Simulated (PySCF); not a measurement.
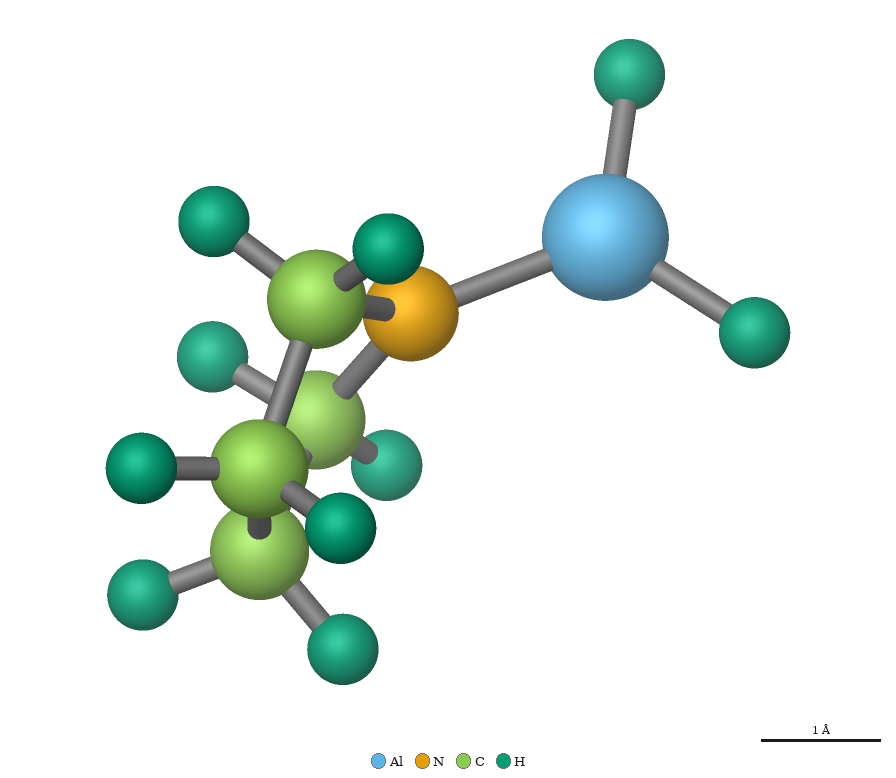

A ball-and-stick model of a molecule.

The computed structure is the end point of a GFN2-xTB optimisation. No frequency run is at hand to confirm it as a minimum.

> Give the formula.

C₄H₁₀AlN, 16 atoms: 4 carbon, 10 hydrogen, 1 aluminium and 1 nitrogen.

> Count the bonded pairs by element.

8 C–H, 3 C–C, 2 C–N, 2 Al–H, 1 Al–N.

> What is the point group of this geometry?

Cs.

> What is its SMILES?

[AlH2][N]1CCCC1

The parts below concern this one geometry. Atoms keep their numbers from picture to picture.

Shape

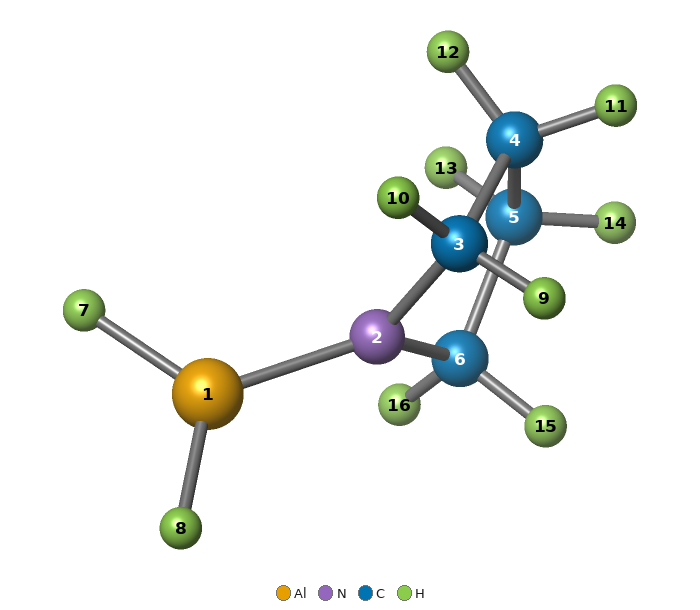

Atoms carry their numbers in the input. No frequency run is at hand to confirm it as a minimum.

> How are the neighbours of atom 1 arranged?

Al1 has 3 neighbours (N2 at 1.79, H7 at 1.54, H8 at 1.54 Å); the arrangement is trigonal planar.

> Describe the coordination of atom 2.

N2 has 3 neighbours (Al1 at 1.79, C3 at 1.46, C6 at 1.46 Å); the arrangement is trigonal planar.

> How are the neighbours of atom 4 arranged?

C4 has 4 neighbours (C3 at 1.54, C5 at 1.54, H11 at 1.09, H12 at 1.09 Å); the arrangement is tetrahedral.

> How are the neighbours of atom 3 arranged?

C3 has 4 neighbours (N2 at 1.46, C4 at 1.54, H9 at 1.10, H10 at 1.09 Å); the arrangement is tetrahedral.

> What is the dihedral angle N2–C3–C4–C5?

25° in size, that is syn (eclipsed).

Dipole moment

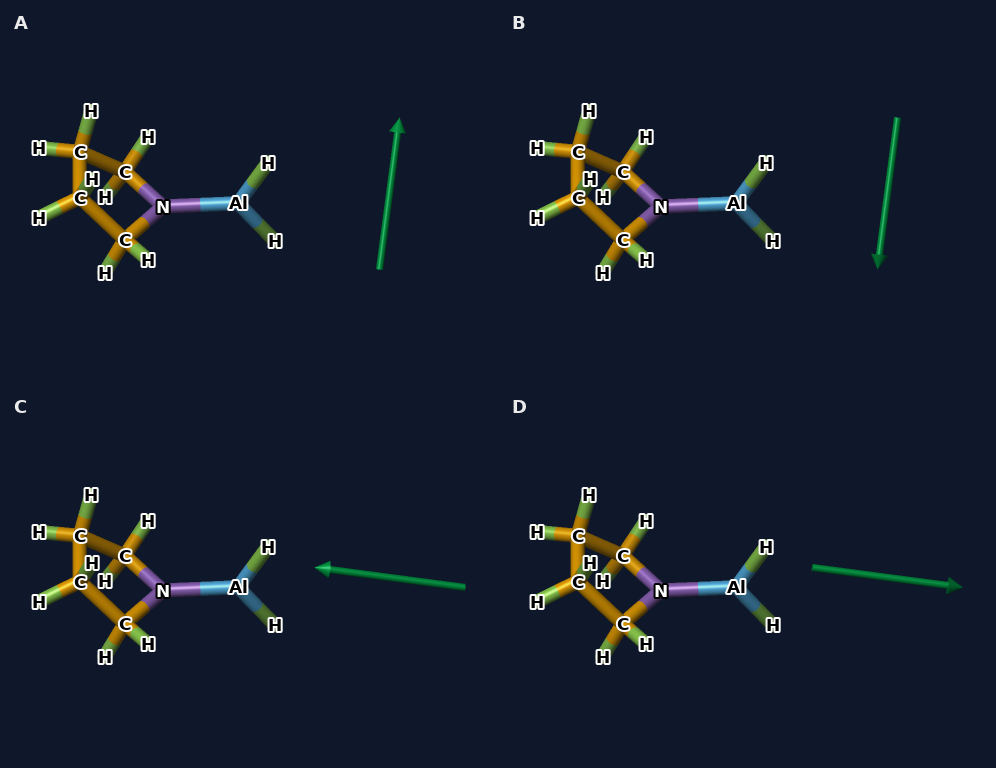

The same molecule four times, each with an arrow. No frequency run is at hand to confirm it as a minimum. Method: PBE0/def2-SVPD, gas phase (PySCF 2.14.0).

> Which arrow points along the dipole moment, from the negative to the positive end?

C. The dipole moment is 0.98 D.

Charges

The questions are on IAO charges. No frequency run is at hand to confirm it as a minimum. Properties computed with PBE0/pcSseg-1, gas phase (PySCF 2.14.0).

List the IAO charges.

| atom | value (e) |
| --- | --- |
| Al1 | 0.87 |
| N2 | −0.59 |
| C3 | −0.14 |
| C4 | −0.27 |
| C5 | −0.27 |
| C6 | −0.14 |
| H7 | −0.24 |
| H8 | −0.24 |
| H9 | 0.11 |
| H10 | 0.12 |
| H11 | 0.13 |
| H12 | 0.14 |
| H13 | 0.14 |
| H14 | 0.13 |
| H15 | 0.11 |
| H16 | 0.12 |

Ring current

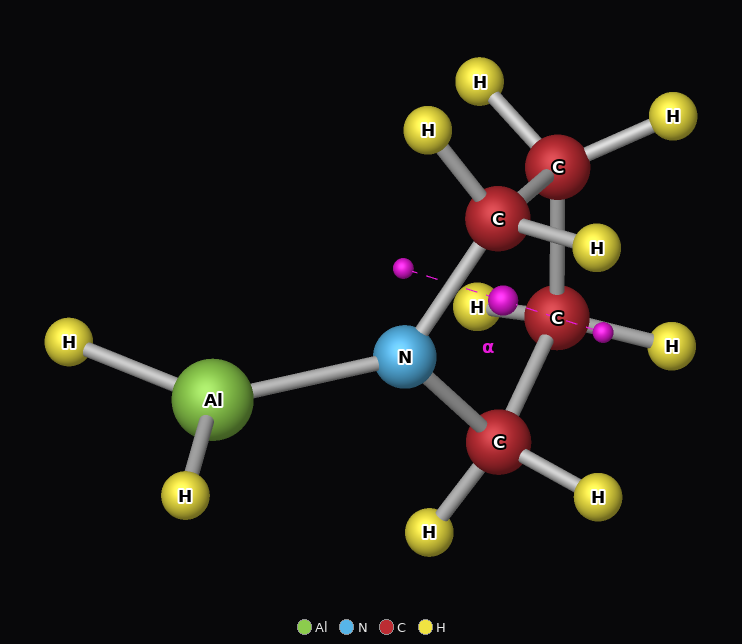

The small points mark where nucleus-independent chemical shifts (NICS) were computed: at the centre of each lettered ring and 1 Å above and below it. No frequency run is at hand to confirm it as a minimum. Level of theory: GIAO PBE0/pcSseg-1 NMR shielding, non-relativistic, gas phase (PySCF 2.14.0).

Give NICS(0), NICS(1) and the out-of-plane component NICS(1)zz for each ring (means of the two sides).

```csv
ring,members,NICS(0),NICS(1),NICS(1)zz
α,C4N,−7.5,−4.4,−7.1
```

Values in ppm.

The geometry is semi-empirical. Around Al such bond lengths and angles can be off by a tenth of an ångström or more and by several degrees, and values that hang on the shape move with them.
